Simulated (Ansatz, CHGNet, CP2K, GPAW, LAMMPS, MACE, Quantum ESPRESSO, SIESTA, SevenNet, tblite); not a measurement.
**How far do other methods lie from plane waves? Liquid 54SiO2-18Na2O-14BaO-14ZnO (mol %) at 2500 K (76 atoms)**

Aim: forces, pressure of liquid 54SiO2-18Na2O-14BaO-14ZnO (mol %) at 2500 K (76 atoms) at one geometry, from other programs and methods, against plane-wave PBE.

Results are calculated, not measured.

## 1. The structure

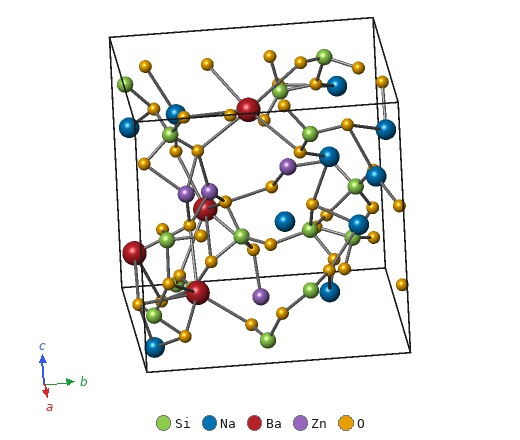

The cell (silicon green, sodium blue, barium red, zinc purple, oxygen orange). Bonds to atoms that aren't drawn are left out. Some periodic images of atoms are drawn too.

The cell holds 76 atoms (15 Si, 10 Na, 4 Ba, 4 Zn and 43 O), with edges of 10.95, 10.95 and 10.95 Å. Recipe: 76 atoms (15 Si, 10 Na, 4 Ba, 4 Zn, 43 O) placed at random at 3.23 g/cm³, melted at 4000 K for 10 ps at fixed volume with the Morse and Coulomb pair potential with partial charges (Pedone, Malavasi, Menziani, Cormack and Segre, J. Phys. Chem. B 110, 11780 (2006)). Snapshot at the end of a hold of 10 ps at 2500 K and zero pressure. The density is 2.72 g/cm³.

## 2. The reference input

Quantum ESPRESSO 7.5: Kohn-Sham DFT, PBE, SSSP efficiency 1.3.0 pseudopotentials, plane waves. Its input, pw.in:

```
&control
  calculation = 'scf'
  pseudo_dir = './pseudo'
  outdir = './tmp'
  disk_io = 'none'
  tprnfor = .true.
  tstress = .true.
/
&system
  ibrav = 0
  nat = 76
  ntyp = 5
  ecutwfc = 60
  ecutrho = 480
  nosym = .true.
  occupations = 'smearing'
  smearing = 'fd'
  degauss = 0.003675
/
&electrons
  conv_thr = 3.8e-07
  electron_maxstep = 100
  mixing_beta = 0.4
  mixing_mode = 'plain'
  diagonalization = 'david'
/
ATOMIC_SPECIES
Si 28.085 Si.upf
Na 22.990 Na.upf
Ba 137.327 Ba.upf
Zn 65.380 Zn.upf
O 15.999 O.upf
CELL_PARAMETERS angstrom
10.94803 0.00000 0.00000
0.00000 10.94803 0.00000
0.00000 0.00000 10.94803
ATOMIC_POSITIONS crystal
Si 0.33970 0.24176 0.09025
Si 0.87663 0.47310 0.04872
Si 0.46462 0.68622 0.33410
Si 0.53611 0.16873 0.77860
[... 70 atom lines left out ...]
O 0.08419 0.73923 0.21233
O 0.84735 0.58034 0.96721
K_POINTS gamma
```

```console
$ OMP_NUM_THREADS=1 mpirun -np 4 pw.x -in pw.in > output.txt
```

It took 5.7 min on 4 MPI ranks of Arm Neoverse V2, shared host; peak memory 4 GiB; 23 min of CPU time.

It converged with an r.m.s. force component of 3.3 eV/Å and a pressure of 5.8 GPa.

## 3. What was run beside it

- CHGNet: machine-learned potential, published weights.
- CP2K 2026.2: Gaussian basis with GTH pseudopotentials and a plane-wave density; labels give functional, basis (MOLOPT sets; SR short-range, UZH the newer set with its own potentials), grid cutoff/relative cutoff and solver (OT: orbital transformation; TRS4, TC2, SIGN: linear-scaling purification with its sparsity filter), or its built-in tight binding.
- GPAW 26.7.0: PAW with atomic orbitals (LCAO), plane waves or a real-space grid of spacing h.
- MACE: machine-learned potential, published weights.
- SIESTA 5.4.2: numerical atomic orbitals, whose automatically made sets are far from complete, with PseudoDojo norm-conserving potentials that we converted to its format (checked against plane waves on the same files for H, C, O, Si, Ge and Ca alone); labels give functional, basis size, energy shift and mesh cutoff.
- SevenNet: machine-learned potential, published weights.

All use the same cell and atoms, and the electronic-structure runs the same k-mesh.

## 4. Side by side

Differences are against the reference: forces as r.m.s. over components, share as that over the reference's r.m.s. force, slope as the fitted ratio of a run's forces to the reference's.

```
                                                         run  Δ force, r.m.s. (meV/Å)  share (%)  slope  Δ pressure (GPa)  cores  CPU time  memory (GiB)
                                                   reference                        -          -      -                 -      4    23 min           4.0
                                      CHGNet 0.3.0 potential                      298       9.13  0.963            0.0178      1     3.1 s          0.89
        CP2K PBE, DZVP-MOLOPT-SR, 800/50 Ry, diagonalisation                      205       6.29  0.967            -0.143      4     5 min           6.5
CP2K PBE, SZV-MOLOPT-SR, 800/50 Ry, diagonalisation (coarse)                     1515       46.5  1.265              14.6      2     5 min           4.8
                                GPAW PBE, LCAO dzp, h 0.18 Å                      434       13.3  1.093                 -      1   7.2 min             2
          GPAW PBE, LCAO dzp, h 0.18 Å, other mixer settings                      434       13.3  1.093                 -      2    17 min           2.3
                                     GPAW PBE, grid h 0.18 Å                      207       6.37  1.052                 -      2    21 min           3.0
                             GPAW revPBE, LCAO dzp, h 0.18 Å                      501       15.4  1.109                 -      1   7.1 min             2
                                 MACE MP-0b2 small potential                      253       7.76  0.964             0.225      1     5.4 s          0.66
         SIESTA PBE, DZ, shift 0.01 Ry, mesh 500 Ry (coarse)                     1241       38.1  1.242              6.31      2   2.9 min           1.4
                 SIESTA PBE, DZP, shift 0.01 Ry, mesh 500 Ry                      292       8.95  1.048             0.627      2     6 min           2.0
        SIESTA PBE, DZP, shift 0.04 Ry, mesh 500 Ry (coarse)                      513       15.7  0.997             -9.46      2   5.5 min           1.5
         SIESTA PBE, SZ, shift 0.01 Ry, mesh 500 Ry (coarse)                     1520       46.7  1.249              10.9      1   2.4 min          0.88
                                        SevenNet 0 potential                      274       8.42  0.948            -0.261      1     6.5 s          0.79
```

Rows marked coarse were listed beforehand as settings not expected to be converged; some can still land near the reference.

Times of the machine-learned potentials are mostly Python's start and the loading of weights.

Left out of this page: tblite IPEA1-xTB (killed or ended with an error).

Runs without a result: CP2K GFN1-xTB, diagonalisation (not converged); tblite GFN2-xTB (not converged).

CPU time is summed over cores on shared hosts, so it is rough.

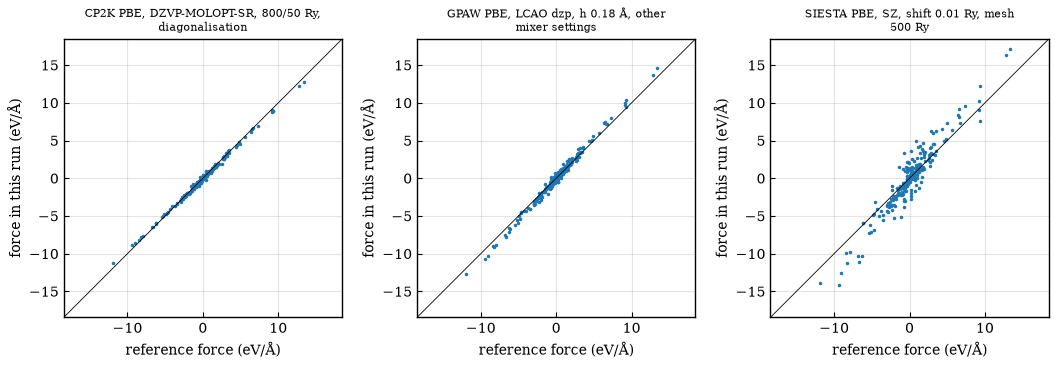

Force components against those of the reference; the line marks equality.

## 5. Findings

Forces lie from 6.3 % (CP2K PBE, DZVP-MOLOPT-SR, 800/50 Ry, diagonalisation) to 47 % (SIESTA PBE, SZ, shift 0.01 Ry, mesh 500 Ry, coarse) of the reference's r.m.s. force of 3.3 eV/Å away from it. Other PBE runs on plane waves or a grid: GPAW PBE, grid h 0.18 Å 6.4 % of the r.m.s. force; potentials, cutoffs or grids differ between them, and this table alone doesn't tell which side is nearer the exact PBE result. The PBE runs in local orbitals, coarse settings apart, differ by 6.3 % (CP2K PBE, DZVP-MOLOPT-SR, 800/50 Ry, diagonalisation) to 13 % (GPAW PBE, LCAO dzp, h 0.18 Å); basis, grid and potentials can all enter. Machine-learned potentials differ by 7.8 % (MACE MP-0b2 small potential) to 9.1 % (CHGNet 0.3.0 potential); they were trained on other programs' data.

Rows with another functional or a dispersion term differ by 15 % (GPAW revPBE, LCAO dzp, h 0.18 Å), which mixes the change of model with differences of basis and potentials. Runs with settings chosen to be coarse differ by 16 % (SIESTA PBE, DZP, shift 0.04 Ry, mesh 500 Ry) to 47 % (SIESTA PBE, SZ, shift 0.01 Ry, mesh 500 Ry), their programs' other errors included. SIESTA PBE, DZ, shift 0.01 Ry, mesh 500 Ry stiffens the forces by a factor of 1.24 while following their directions (correlation 0.973); the slopes of the 4 SIESTA runs lie between 1.00 and 1.25. Pressures at PBE, coarse settings apart, lie -0.14 to +0.63 GPa from the reference's.

**Limits.** The potentials hold different valence shells: 528 electrons in the reference, 496 in CP2K with SZV-MOLOPT-SR and 476 in GPAW; this bears on time and differences. The reference's pressure holds the uncorrected Pulay stress of its 60 Ry basis, so small pressure differences may be the reference's own error. The frame stands for 2500 K, but pressures are static and levels are smeared at 580 K, under the temperature of the frame, which matters where levels are partly filled. Machine-learned potentials mimic data converged in k, so the reference's own k-point error enters their differences. The network of bonds at the start is that of the classical potential that made the cell, and needn't be the one that DFT or experiment would give. The reference's stress is far from hydrostatic: its diagonal is 7.8, 4.7, 4.8 GPa, compression counted positive. The electronic-structure runs sample only Γ, in a cell whose shortest periodic width is 11 Å. Spin–orbit coupling is left out, which matters for the levels of the heavy elements. Where levels are smeared, the DFT runs use Fermi–Dirac occupations at 580 K (0.05 eV), and energies are free energies. The reference's cutoffs and mesh weren't converged further here.

[Logs are printed without paths, hosts, clocks, repeated set-up lines and the standing remarks that a program may print on its own settings, such as how far it seeks lower states.]

[Hosts, paths, dates, database ids (printed as entryN), source tags and the programs' standing remarks are cut or masked in the printed files.]

[Cells were taken only where this reference lay near another plane-wave run.]
